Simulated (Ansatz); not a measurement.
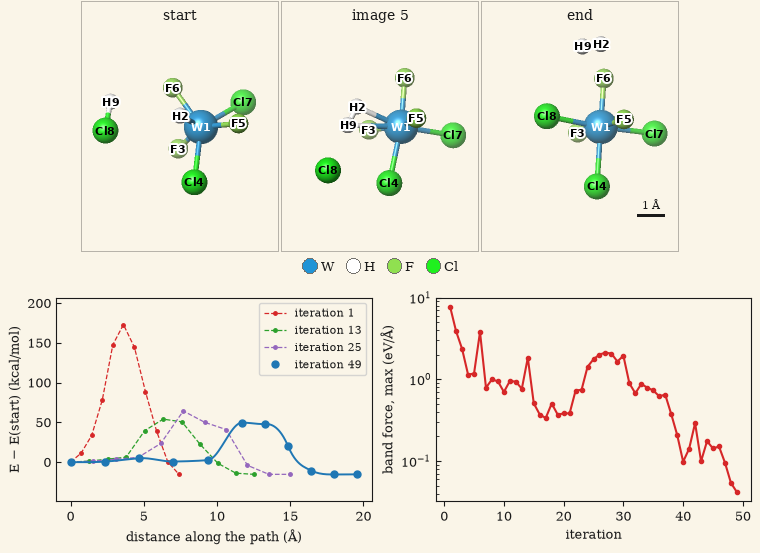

NEB run on WH2Cl3F3, made up at the start of WHCl$_{2}$F$_{3}$ and HCl. Images are numbered from 0 (start) to 10 (end). The plot follows the band through its iterations. Style: ball-and-stick. Shown from a free direction.

Level of theory: Ansatz, RKS BHLYP-D4/def2-SVP. Set-up: 9 movable images; climbing image; force threshold 0.05 eV/Å; iteration limit 52; starting path through a guess of the saddle point.

Question: Judge this run.

Answer: The run is converged, with reservations. The band converged in 49 iterations. The largest component of the band force went from 7.7 to 0.042 eV/Å. The climbing image converged on the top of the path. Its vibrational analysis gives one imaginary mode (509i cm⁻¹), as a transition state must have. The first iteration put the highest image at 173.1 kcal/mol. The energy climbs by 49.8 kcal/mol to image 5 and then falls by 65.1 kcal/mol, so the end point sits at −15.3 kcal/mol. Image 9 lies below both ends, at −15.5 kcal/mol, which points to an intermediate minimum that so few images don't resolve.

Limits of the set-up: the start holds two separate molecules, 2.4 Å apart at their closest, whose relative position is a soft coordinate.

Cost: 23 min on 4 threads of AMD EPYC 7B13 (Zen 3), with other jobs on the host, peak memory 0.52 GiB.
